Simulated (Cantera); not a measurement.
A closed system holds: 1 mol Si₃N₄, 0.044 mol Si, 0.18 mol H₂, equilibrated at 13.3 mbar.

Method: chemical equilibrium by Gibbs-energy minimisation in Cantera with the NASA 1993 tables (ideal gas, pure condensed phases). Candidate condensed phases: Si, Si₃N₄; 18 gas species. Mutual solubility and eutectic melting of coexisting phases are not modelled. Gases not in the tables: Si₂H₆ and higher silanes. The numbers say what is thermodynamically allowed, not how fast it happens.

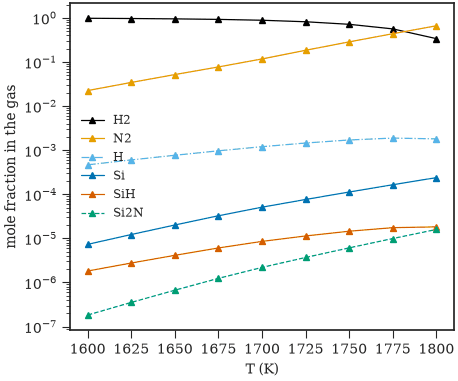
Figure. Equilibrium gas composition (values under 1e-9 drawn at 1e-9)

From 1600 K to 1675 K the condensed part is Si(s) + Si₃N₄(s). From 1700 K to 1800 K the condensed part is Si(l) + Si₃N₄(s). The main Si-bearing gas is Si throughout.
